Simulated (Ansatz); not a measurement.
## Run report: SnH3Cl2OF, geometry relaxation (part 1 of 2)

System: SnH3Cl2OF.
Method: RKS CAM-B3LYP-D4/def2-SVP (Ansatz 0.2.0).

It belongs to a series of runs on one base structure; here: end point A relaxed. Figures and captions count atoms from 1; the log counts them from 0 in places.

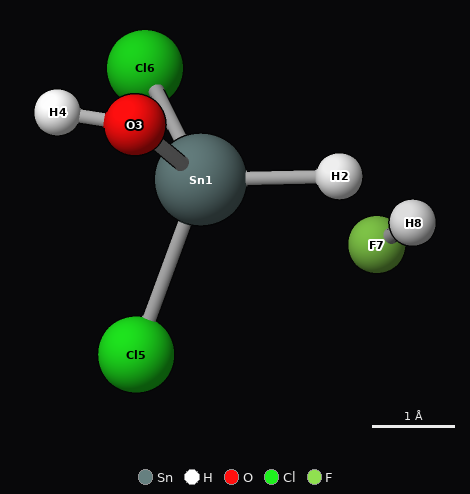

Figure 1. The structure as given in the input (ball-and-stick view, seen at a tilt; atoms are numbered from 1 in the order of the input). Sticks mark near contacts.

**Input**
```yaml
crystal:
  periodic: [false, false, false]
  atoms:
    - { symbol: Sn, position_ang: [0.141555, -0.12389, -0.023469] }
    - { symbol: H, position_ang: [-0.027122, -0.011281, 1.691383] }
    - { symbol: O, position_ang: [2.066342, -0.27496, -0.345052] }
    - { symbol: H, position_ang: [2.301712, -0.472231, -1.262504] }
    - { symbol: Cl, position_ang: [-0.646461, 1.766918, -1.126837] }
    - { symbol: Cl, position_ang: [-0.891139, -1.99815, -0.937781] }
    - { symbol: F, position_ang: [-2.509007, 0.079875, 1.504694] }
    - { symbol: H, position_ang: [-1.836282, 0.081619, 2.140065] }
basis:
  gaussian: { orbitals: def2-SVP }
hamiltonian:
  xc: cam_b3lyp
  dispersion: d4
relax:
  f_tol: 0.03
  max_steps: 50
output:
  orbitals: {}
```

Command:
```bash
ansatz run input.yaml --threads 4 --pin off --max-ram 5120MiB --backend cpu --events-out ev --progress --plain --runs-dir out
```

**Log**
```
The last accepted step is kept in [file] (removed where the run ends without a failure and the disk answers)
Engine: ansatz 0.2.0, aarch64-unknown-linux-gnu
Functional definition: CAM-B3LYP
  parameter alpha = 0.19
  parameter beta = 0.46
  parameter omega = 0.33/bohr
  parameter ac = 0.81
  exchange = (1 - alpha - beta)*b88_x + beta*b88_x_sr(omega) + alpha*exact_x + beta*exact_x_lr(omega)
  correlation = (1 - ac)*vwn5_c + ac*lyp_c
1148 factors; integrals over basis functions are off by at most 4.0e-4 eV
325 factors; integrals over basis functions are off by at most 9.8e-7 eV
mean field evaluation 1: about -35672.5893 eV, gradient 5.8e1 eV
mean field evaluation 2: about -35664.1477 eV, gradient 9.0e1 eV
mean field evaluation 4: about -35678.8957 eV, gradient 3.4e0 eV
mean field evaluation 8: about -35678.9485 eV, gradient 2.1e-1 eV
mean field evaluation 16: about -35678.9486 eV, gradient 4.7e-5 eV
mean field -35678.94864546 eV, -1311.1771786608 hartree, gradient 4.7e-5 eV, S^2 0.000000; 0 other end points of the search recorded, 0 dependent functions left out
the calculation of the forces begins
reference -35678.94876529 eV, -1311.1771830642 hartree; 38, 38 occupied and 67, 67 virtual orbitals, 1148 factors
relax step   1: F+E_penalty+E_count = -35679.13742197 eV  Δ(F+E_penalty+E_count) = +0.000e0 eV  max|allowed force component| = 4.717e-1 eV/Å  Δτ_max = 0.0000 Å  (28 SCF iters, accepted)
these checks for a lower state are left out or cut short: starts, cluster_reference, orbital_swaps, neighbouring_geometries, increment
1148 factors; integrals over basis functions are off by at most 4.1e-4 eV
325 factors; integrals over basis functions are off by at most 1.6e-6 eV
mean field -35678.93821552 eV, -1311.1767953675 hartree, gradient 1.1e-5 eV, S^2 0.000000; 0 other end points of the search recorded, 0 dependent functions left out
[... from here on the field's lines of each further geometry are left out, up to the last ...]
relax step   2: F+E_penalty+E_count = -35679.12762510 eV  Δ(F+E_penalty+E_count) = +9.797e-3 eV  max|allowed force component| = 2.120e0 eV/Å  Δτ_max = 0.1950 Å  (31 SCF iters, rejected (line search))
relax step   3: F+E_penalty+E_count = -35679.17032439 eV  Δ(F+E_penalty+E_count) = -3.290e-2 eV  max|allowed force component| = 6.716e-1 eV/Å  Δτ_max = 0.0968 Å  (32 SCF iters, accepted)
relax step   4: F+E_penalty+E_count = -35679.19110277 eV  Δ(F+E_penalty+E_count) = -2.078e-2 eV  max|allowed force component| = 8.070e-1 eV/Å  Δτ_max = 0.0980 Å  (31 SCF iters, accepted)
relax step   5: F+E_penalty+E_count = -35679.21242002 eV  Δ(F+E_penalty+E_count) = -2.132e-2 eV  max|allowed force component| = 9.125e-1 eV/Å  Δτ_max = 0.1454 Å  (31 SCF iters, accepted)
relax step   6: F+E_penalty+E_count = -35679.23108077 eV  Δ(F+E_penalty+E_count) = -1.866e-2 eV  max|allowed force component| = 2.543e-1 eV/Å  Δτ_max = 0.0728 Å  (33 SCF iters, accepted)
relax step   7: F+E_penalty+E_count = -35679.23991986 eV  Δ(F+E_penalty+E_count) = -8.839e-3 eV  max|allowed force component| = 2.273e-1 eV/Å  Δτ_max = 0.1572 Å  (32 SCF iters, accepted)
relax step   8: F+E_penalty+E_count = -35679.23093212 eV  Δ(F+E_penalty+E_count) = +8.988e-3 eV  max|allowed force component| = 4.839e-1 eV/Å  Δτ_max = 0.1130 Å  (33 SCF iters, rejected (line search))
relax step   9: F+E_penalty+E_count = -35679.24549844 eV  Δ(F+E_penalty+E_count) = -5.579e-3 eV  max|allowed force component| = 9.813e-2 eV/Å  Δτ_max = 0.0565 Å  (32 SCF iters, accepted)
relax step  10: F+E_penalty+E_count = -35679.24816239 eV  Δ(F+E_penalty+E_count) = -2.664e-3 eV  max|allowed force component| = 1.145e-2 eV/Å  Δτ_max = 0.0726 Å  (32 SCF iters, accepted)
relax step  11: F+E_penalty+E_count = -35679.21402165 eV  Δ(F+E_penalty+E_count) = +3.414e-2 eV  max|allowed force component| = 1.832e0 eV/Å  Δτ_max = 0.1463 Å  (32 SCF iters, rejected (line search))
relax step  12: F+E_penalty+E_count = -35679.24912741 eV  Δ(F+E_penalty+E_count) = -9.650e-4 eV  max|allowed force component| = 7.180e-2 eV/Å  Δτ_max = 0.0338 Å  (33 SCF iters, accepted)
relax step  13: F+E_penalty+E_count = -35679.24879694 eV  Δ(F+E_penalty+E_count) = +3.305e-4 eV  max|allowed force component| = 6.075e-1 eV/Å  Δτ_max = 0.0734 Å  (32 SCF iters, rejected (line search))
relax step  14: F+E_penalty+E_count = -35679.25039882 eV  Δ(F+E_penalty+E_count) = -1.271e-3 eV  max|allowed force component| = 1.344e-1 eV/Å  Δτ_max = 0.0367 Å  (33 SCF iters, accepted)
relax step  15: F+E_penalty+E_count = -35679.25213034 eV  Δ(F+E_penalty+E_count) = -1.732e-3 eV  max|allowed force component| = 2.037e-1 eV/Å  Δτ_max = 0.0366 Å  (33 SCF iters, accepted)
relax step  16: F+E_penalty+E_count = -35679.25457285 eV  Δ(F+E_penalty+E_count) = -2.443e-3 eV  max|allowed force component| = 4.021e-1 eV/Å  Δτ_max = 0.0549 Å  (33 SCF iters, accepted)
relax step  17: F+E_penalty+E_count = -35679.26105661 eV  Δ(F+E_penalty+E_count) = -6.484e-3 eV  max|allowed force component| = 2.678e-1 eV/Å  Δτ_max = 0.0844 Å  (33 SCF iters, accepted)
relax step  18: F+E_penalty+E_count = -35679.27228591 eV  Δ(F+E_penalty+E_count) = -1.123e-2 eV  max|allowed force component| = 2.634e-1 eV/Å  Δτ_max = 0.1266 Å  (31 SCF iters, accepted)
relax step  19: F+E_penalty+E_count = -35679.20993809 eV  Δ(F+E_penalty+E_count) = +6.235e-2 eV  max|allowed force component| = 2.091e0 eV/Å  Δτ_max = 0.1863 Å  (38 SCF iters, rejected (line search))
relax step  20: F+E_penalty+E_count = -35679.28186950 eV  Δ(F+E_penalty+E_count) = -9.584e-3 eV  max|allowed force component| = 3.824e-1 eV/Å  Δτ_max = 0.0931 Å  (33 SCF iters, accepted)
relax step  21: F+E_penalty+E_count = -35679.29773962 eV  Δ(F+E_penalty+E_count) = -1.587e-2 eV  max|allowed force component| = 2.792e-1 eV/Å  Δτ_max = 0.0949 Å  (31 SCF iters, accepted)
relax step  22: F+E_penalty+E_count = -35679.30358508 eV  Δ(F+E_penalty+E_count) = -5.845e-3 eV  max|allowed force component| = 1.218e0 eV/Å  Δτ_max = 0.1389 Å  (32 SCF iters, accepted)
relax step  23: F+E_penalty+E_count = -35679.35889931 eV  Δ(F+E_penalty+E_count) = -5.531e-2 eV  max|allowed force component| = 1.452e-1 eV/Å  Δτ_max = 0.2000 Å  (31 SCF iters, accepted)
relax step  24: F+E_penalty+E_count = -35679.36783602 eV  Δ(F+E_penalty+E_count) = -8.937e-3 eV  max|allowed force component| = 1.392e-1 eV/Å  Δτ_max = 0.0405 Å  (33 SCF iters, accepted)
relax step  25: F+E_penalty+E_count = -35679.36823955 eV  Δ(F+E_penalty+E_count) = -4.035e-4 eV  max|allowed force component| = 1.820e0 eV/Å  Δτ_max = 0.1954 Å  (31 SCF iters, accepted)
relax step  26: F+E_penalty+E_count = -35679.42725541 eV  Δ(F+E_penalty+E_count) = -5.902e-2 eV  max|allowed force component| = 1.294e0 eV/Å  Δτ_max = 0.1949 Å  (31 SCF iters, accepted)
relax step  27: F+E_penalty+E_count = -35679.46683380 eV  Δ(F+E_penalty+E_count) = -3.958e-2 eV  max|allowed force component| = 1.950e-1 eV/Å  Δτ_max = 0.1193 Å  (32 SCF iters, accepted)
relax step  28: F+E_penalty+E_count = -35679.46460332 eV  Δ(F+E_penalty+E_count) = +2.230e-3 eV  max|allowed force component| = 3.102e-1 eV/Å  Δτ_max = 0.0780 Å  (32 SCF iters, rejected (line search))
relax step  29: F+E_penalty+E_count = -35679.47156762 eV  Δ(F+E_penalty+E_count) = -4.734e-3 eV  max|allowed force component| = 6.396e-2 eV/Å  Δτ_max = 0.0379 Å  (34 SCF iters, accepted)
the calculation of the forces begins
reference -35679.27666364 eV, -1311.1892331063 hartree; 38, 38 occupied and 67, 67 virtual orbitals, 1148 factors
relax step  30: F+E_penalty+E_count = -35679.47177358 eV  Δ(F+E_penalty+E_count) = -2.060e-4 eV  max|allowed force component| = 2.902e-2 eV/Å  Δτ_max = 0.0123 Å  (34 SCF iters, accepted)
1148 factors; integrals over basis functions are off by at most 3.7e-4 eV
325 factors; integrals over basis functions are off by at most 8.3e-7 eV
mean field evaluation 224: about -35673.0666 eV, gradient 5.8e1 eV
```

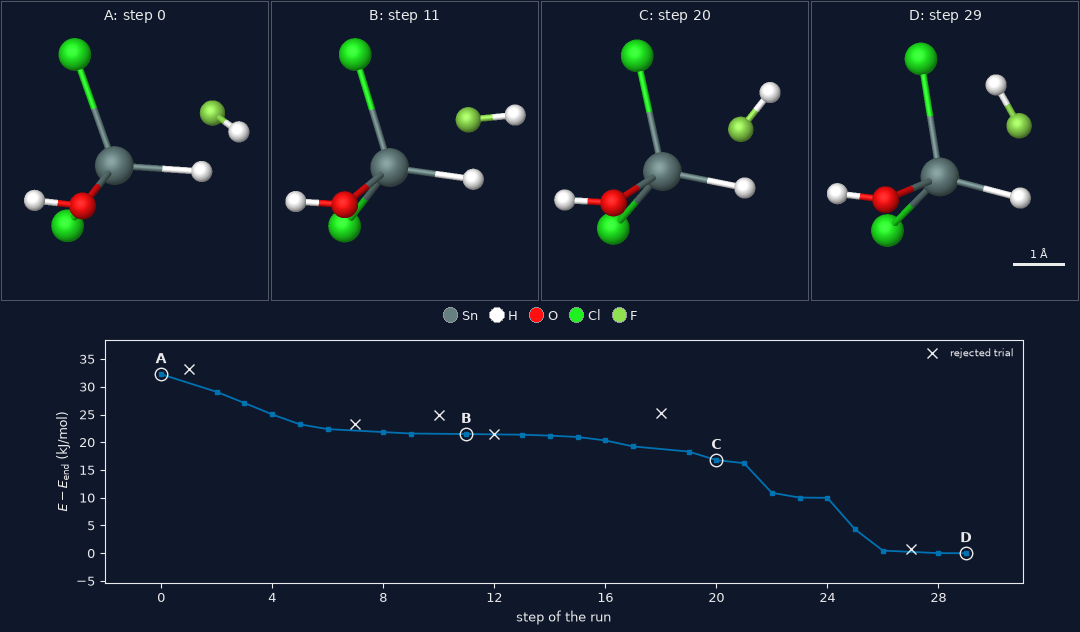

Figure 2. Frames of the relaxation (ball-and-stick view, seen at a tilt) above the curves, on which the letters mark them (the first geometry is step 0 here and step 1 in the log).

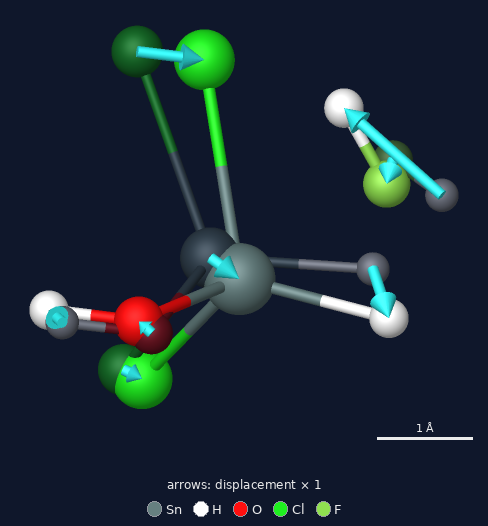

Figure 3. Start (faint) and end (solid) with the displacements as teal arrows, at true length (ball-and-stick view, seen at a tilt). The two geometries are laid on each other by the best rigid fit. The atom that moves furthest after the best rigid fit is H8 (1.43 Å). By element the largest moves are H 1.43 Å, Cl 0.73 Å, Sn 0.39 Å, F 0.32 Å, O 0.18 Å. Distances before and after: Sn1–Cl6 2.327 → 2.377 Å, Sn1–H2 1.727 → 1.683 Å, F7–H8 0.925 → 0.938 Å. Among the angles that change: H2–Sn1–Cl5 112.6° → 118.7°, O3–Sn1–Cl6 108.0° → 104.2°, Cl5–Sn1–Cl6 108.5° → 105.9°. The energy falls by 32.3 kJ/mol in 29 geometry steps. The largest force component goes from 0.47 to 0.029 eV/Å. The line search rejected the trial steps at points 1, 7, 10, 12, 18, 27 (counted from 0) and went back. (Atoms are counted from 1 in the order of the input.)

```
mean field -35679.27654082 eV, -1311.1892285929 hartree, gradient 8.7e-6 eV, S^2 0.000000; 1 other end points of the search recorded, 0 dependent functions left out
the calculation of the forces begins
reference -35679.27666364 eV, -1311.1892331063 hartree; 38, 38 occupied and 67, 67 virtual orbitals, 1148 factors
Total energy: -35679.47189639 eV, -1311.1964077777 hartree
Atom 0 at     0.284173     0.024666     0.285633 Å, force    -0.003728     0.000037    -0.002441 eV/Å
Atom 1 at     0.628947     0.238665     1.919186 Å, force     0.000605     0.000661    -0.000183 eV/Å
Atom 2 at     1.983967    -0.437463    -0.571154 Å, force    -0.006760    -0.001570    -0.029023 eV/Å
Atom 3 at     1.940108    -0.512871    -1.533886 Å, force     0.003426     0.001107     0.028817 eV/Å
Atom 4 at    -0.574478     1.822216    -0.918659 Å, force     0.003001     0.001558     0.000854 eV/Å
Atom 5 at    -1.133922    -1.820532    -0.200188 Å, force     0.003409     0.000126     0.003002 eV/Å
Atom 6 at    -2.150241     0.259080     1.559467 Å, force     0.000989    -0.007541    -0.001268 eV/Å
Atom 7 at    -2.378957    -0.525862     1.100101 Å, force    -0.000940     0.005622     0.000242 eV/Å
Dipole moment:     0.012247    -0.144064     0.056867 e Å
```

**Trajectory as extended XYZ (Å, eV, eV/Å), 30 frames, from step=1 to step=30**
```
8
Properties=species:S:1:pos:R:3:forces:R:3 step=1 energy=-35679.13742
Sn    0.1416   -0.1239   -0.0235   -0.1498   0.0443   0.4717
H    -0.0271   -0.0113    1.6914    0.2172  -0.0385  -0.4282
O     2.0663   -0.2750   -0.3451    0.0025  -0.0277  -0.0585
H     2.3017   -0.4722   -1.2625   -0.0120   0.0227   0.0475
Cl   -0.6465    1.7669   -1.1268    0.0065  -0.0151  -0.0111
Cl   -0.8911   -1.9982   -0.9378    0.0133   0.0099  -0.0082
F    -2.5090    0.0799    1.5047   -0.0041  -0.0064  -0.1427
H    -1.8363    0.0816    2.1401   -0.0737   0.0108   0.1294
8
Properties=species:S:1:pos:R:3:forces:R:3 step=2 energy=-35679.12763 accepted=F
Sn    0.1396   -0.1246   -0.0064   -0.0398   0.0005  -0.0092
H     0.0936   -0.0205    1.6686    0.0038   0.0142   0.2103
O     2.0597   -0.2846   -0.3521    0.0594  -0.0323  -0.1759
H     2.2848   -0.4587   -1.2764    0.0190   0.0217   0.0490
Cl   -0.6478    1.7594   -1.1215   -0.0123   0.0186  -0.0219
Cl   -0.8906   -1.9951   -0.9303   -0.0201  -0.0235  -0.0157
F    -2.4503    0.0744    1.3989    1.2349   0.0518   2.0839
H    -1.9894    0.0976    2.2598   -1.2450  -0.0511  -2.1204
8
Properties=species:S:1:pos:R:3:forces:R:3 step=3 energy=-35679.17032
Sn    0.1356   -0.1232   -0.0015   -0.0160   0.0034   0.0383
H     0.0410   -0.0154    1.6854    0.0878  -0.0040   0.0056
O     2.0576   -0.2807   -0.3501   -0.0057  -0.0184  -0.0591
H     2.2869   -0.4640   -1.2713   -0.0148   0.0194   0.0285
Cl   -0.6488    1.7610   -1.1208   -0.0027  -0.0020   0.0011
Cl   -0.8927   -1.9941   -0.9298   -0.0037  -0.0018   0.0047
F    -2.4657    0.0752    1.4318    0.5957   0.0075   0.6525
H    -1.9144    0.0892    2.1968   -0.6406  -0.0042  -0.6716
8
Properties=species:S:1:pos:R:3:forces:R:3 step=4 energy=-35679.19110
Sn    0.1389   -0.1245    0.0062   -0.0127   0.0050   0.1228
H     0.0812   -0.0175    1.6945    0.0807  -0.0050  -0.0165
O     2.0567   -0.2863   -0.3610    0.0250  -0.0153  -0.0793
H     2.2777   -0.4565   -1.2862   -0.0028   0.0147   0.0132
Cl   -0.6491    1.7578   -1.1148   -0.0073   0.0112  -0.0063
Cl   -0.8933   -1.9937   -0.9221   -0.0135  -0.0147  -0.0009
F    -2.4094    0.0718    1.3863    0.4196   0.0218   0.7740
H    -2.0031    0.0968    2.2377   -0.4890  -0.0177  -0.8070
8
Properties=species:S:1:pos:R:3:forces:R:3 step=5 energy=-35679.21242
Sn    0.1658   -0.1287    0.0269    0.0068   0.0025   0.1112
H     0.1501   -0.0222    1.7172    0.0434  -0.0084  -0.0555
O     2.0725   -0.2944   -0.3978    0.0260  -0.0122  -0.0772
H     2.2660   -0.4454   -1.3329   -0.0140   0.0156   0.0376
Cl   -0.6354    1.7497   -1.0945   -0.0125   0.0172   0.0085
Cl   -0.8817   -1.9930   -0.8985   -0.0197  -0.0166   0.0163
F    -2.3924    0.0728    1.3546    0.2840   0.0338   0.8716
H    -2.1453    0.1091    2.2654   -0.3140  -0.0319  -0.9125
8
Properties=species:S:1:pos:R:3:forces:R:3 step=6 energy=-35679.23108
Sn    0.1730   -0.1313    0.0541    0.1021  -0.0147  -0.0349
H     0.2019   -0.0313    1.7412    0.0259  -0.0018   0.0009
O     2.0725   -0.2971   -0.4233   -0.0882   0.0166   0.0721
H     2.2472   -0.4357   -1.3620   -0.0186   0.0005  -0.0615
Cl   -0.6416    1.7605   -1.0426    0.0047  -0.0335   0.0204
Cl   -0.8874   -2.0067   -0.8429    0.0015   0.0298   0.0193
F    -2.3679    0.0756    1.3002    0.0829   0.0096   0.2380
H    -2.1983    0.1139    2.2158   -0.1103  -0.0065  -0.2543
8
Properties=species:S:1:pos:R:3:forces:R:3 step=7 energy=-35679.23992
Sn    0.2141   -0.1442    0.0543   -0.0561   0.0156   0.2273
H     0.2547   -0.0511    1.7407    0.0416  -0.0006   0.0012
O     2.1010   -0.3052   -0.4524   -0.0228  -0.0022  -0.0521
H     2.2336   -0.4080   -1.4027    0.0712  -0.0063  -0.0682
Cl   -0.6364    1.7484   -1.0065    0.0081   0.0193  -0.0445
Cl   -0.8865   -2.0114   -0.8017    0.0012  -0.0281  -0.0426
F    -2.3271    0.0833    1.2917   -0.0299   0.0018  -0.0091
H    -2.3539    0.1363    2.2170   -0.0134   0.0006  -0.0119
8
Properties=species:S:1:pos:R:3:forces:R:3 step=8 energy=-35679.23093 accepted=F
Sn    0.2213   -0.1457    0.1354    0.1041  -0.0305  -0.4839
H     0.3400   -0.0527    1.8148   -0.0244  -0.0014   0.0429
O     2.0722   -0.3113   -0.5031    0.0889  -0.0117  -0.0359
H     2.2016   -0.3944   -1.4614   -0.1809   0.0336   0.2680
Cl   -0.6077    1.7409   -0.9682   -0.0194  -0.0198   0.0910
Cl   -0.8635   -2.0127   -0.7603   -0.0165   0.0308   0.0925
F    -2.3746    0.0857    1.2284    0.1039  -0.0032   0.0600
H    -2.3896    0.1381    2.1547   -0.0557   0.0022  -0.0348
8
Properties=species:S:1:pos:R:3:forces:R:3 step=9 energy=-35679.24550
Sn    0.2252   -0.1475    0.0757   -0.0298   0.0058   0.0981
H     0.2950   -0.0564    1.7603    0.0214  -0.0001   0.0104
O     2.1006   -0.3094   -0.4745   -0.0033  -0.0023  -0.0365
H     2.2228   -0.3977   -1.4284    0.0258  -0.0005  -0.0204
Cl   -0.6279    1.7455   -0.9859    0.0046   0.0098  -0.0210
Cl   -0.8806   -2.0147   -0.7786    0.0002  -0.0135  -0.0188
F    -2.3287    0.0866    1.2742   -0.0138   0.0045   0.0651
H    -2.4067    0.1415    2.1976   -0.0051  -0.0037  -0.0771
```
